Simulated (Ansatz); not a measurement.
**RPA@PBE0/def2-SVP (core potential) run of SnH2ClO2 (SMILES [OH][Sn]([OH])[Cl])**

What is the vertical doublet–quartet gap of SnH2ClO2 at RPA@PBE0/def2-SVP (core potential)? 

The results are computed with Ansatz 0.2.0.

63 further runs of the same task are left out: 63 set aside as unsound or not needed.

## Step 1: The structure to begin with

The species is SnH2ClO2 (6 atoms), meant as a doublet with charge 0. As SMILES, `[OH][Sn]([OH])[Cl]`. Geometry: relaxed at PBE0-D4/def2-TZVP. This is one conformer, not always the lowest.

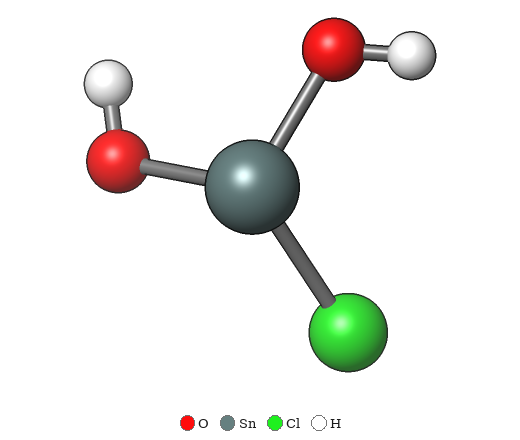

Viewed from a chosen angle; oxygen red, tin teal, chlorine green, hydrogen white.

## Step 2: A single-point energy at RPA@PBE0/def2-SVP (core potential)

Input file in.yaml:

```yaml
crystal:
  periodic: [false, false, false]
  atoms:
    - {symbol: O, position_ang: [-0.447400, 1.400500, -0.158300]}
    - {symbol: Sn, position_ang: [0.371800, -0.318200, -0.659700]}
    - {symbol: O, position_ang: [1.256500, -0.847900, 1.007700]}
    - {symbol: Cl, position_ang: [-1.328200, -1.877100, -1.106600]}
    - {symbol: H, position_ang: [-1.182700, 1.666400, -0.718500]}
    - {symbol: H, position_ang: [1.372100, -0.087800, 1.589200]}
basis:
  gaussian:
    orbitals: def2-SVP
total_charge: 0
magnetization:
  spin_polarized: true
  initial_magnetization: 1
hamiltonian:
  xc: {name: PBE0}
correlation:
  method: rpa
  frozen_orbitals: {Cl: 5, H: 0, O: 1, Sn: 4}
accuracy: high
```

Run with:

```console
ansatz run in.yaml --threads 1 --pin off --max-ram 3480MiB --events-out events.jsonl --progress --plain --runs-dir runs
```

Standard output:

```text
Warning: RAYON_NUM_THREADS=1 ignored (pool sized by the plan → 1); use --threads N
Functional definition: PBE0
  name "PBE0"
  parameter a = 0.25
  parameter kappa = 0.804
  parameter beta = 0.06672455060314922
  exchange = (1 - a)*pbe_x(kappa = kappa, mu = beta*pi^2/3) + a*exact_x
  correlation = pbe_c(beta = beta)
1801 factors; integrals over basis functions are off by at most 3.3e-9 eV
mean field evaluation 1: about -22456.8597 eV, gradient 5.0e1 eV
mean field evaluation 2: about -22456.9691 eV, gradient 5.0e1 eV
mean field evaluation 4: about -22465.6303 eV, gradient 1.1e1 eV
mean field evaluation 8: about -22466.3136 eV, gradient 7.6e-1 eV
mean field evaluation 16: about -22466.3309 eV, gradient 2.4e-3 eV
mean field evaluation 32: about -22459.2437 eV, gradient 3.2e1 eV
mean field -22466.33094518 eV, -825.6224340093 hartree, gradient 5.9e-8 eV, S^2 0.754568; 0 other end points of the search recorded, 0 dependent functions left out
11 core orbitals not correlated: weight in the atoms' cores, before any rotation towards them, 1.000 or more for the frozen orbitals, at most 0.000 for the correlated occupied ones
reference -22408.20970346 eV, -823.4865177720 hartree; 18, 17 occupied and 53, 54 virtual orbitals, 1801 factors
Total energy: -22431.26391085 eV, -824.3337442668 hartree
```

Run time: 25 s. Hardware: 1 thread of Arm Neoverse V2, shared host; peak memory 0.58 GiB.

## Step 3: The quartet, same level

Input file run.yaml:

```yaml
crystal:
  periodic: [false, false, false]
  atoms:
    - symbol: O
      position_ang: [-0.447400, 1.400500, -0.158300]
    - symbol: Sn
      position_ang: [0.371800, -0.318200, -0.659700]
    - symbol: O
      position_ang: [1.256500, -0.847900, 1.007700]
    - symbol: Cl
      position_ang: [-1.328200, -1.877100, -1.106600]
    - symbol: H
      position_ang: [-1.182700, 1.666400, -0.718500]
    - symbol: H
      position_ang: [1.372100, -0.087800, 1.589200]
basis:
  gaussian: {orbitals: def2-SVP}
magnetization: {spin_polarized: true, initial_magnetization: 3}
hamiltonian: {xc: {name: PBE0}}
correlation: {method: rpa, frozen_orbitals: {Cl: 5, H: 0, O: 1, Sn: 4}}
accuracy: high
```

Run with:

```console
ansatz run run.yaml --threads 1 --pin off --max-ram 3480MiB --events-out events.jsonl --progress --plain --runs-dir runs
```

Standard output, cut to the lines that bear on the results:

```text
Warning: RAYON_NUM_THREADS=1 ignored (pool sized by the plan → 1); use --threads N
Functional definition: PBE0
  name "PBE0"
[...]
1801 factors; integrals over basis functions are off by at most 3.3e-9 eV
[...]
mean field -22459.44073429 eV, -825.3692234296 hartree, gradient 2.7e-8 eV, S^2 3.756532; 8 other end points of the search recorded, 0 dependent functions left out
11 core orbitals not correlated: weight in the atoms' cores, before any rotation towards them, 1.000 or more for the frozen orbitals, at most 0.000 for the correlated occupied ones
reference -22401.06056431 eV, -823.2237917542 hartree; 19, 16 occupied and 52, 55 virtual orbitals, 1801 factors
Total energy: -22424.25783404 eV, -824.0762756931 hartree
```

Run time: 58 s. Hardware: 1 thread of Arm Neoverse V2, shared host; peak memory 0.58 GiB.

## Step 4: Results

At RPA@PBE0/def2-SVP (core potential), 11 core orbitals frozen:

| quantity | value |
| --- | --- |
| doublet: total energy | -824.33374 Eh |
| doublet: RPA correlation energy (valence) | -847.2 mEh |
| doublet: ⟨S²⟩ of the reference determinant | 0.755 |
| quartet: total energy | -824.07628 Eh |
| quartet: RPA correlation energy (valence) | -852.5 mEh |
| quartet: ⟨S²⟩ of the reference determinant | 3.757 |
| vertical energy of the quartet above the doublet | 7.006 eV |

What this shows: At this shape the quartet lies 7.01 eV (162 kcal/mol) above the doublet.
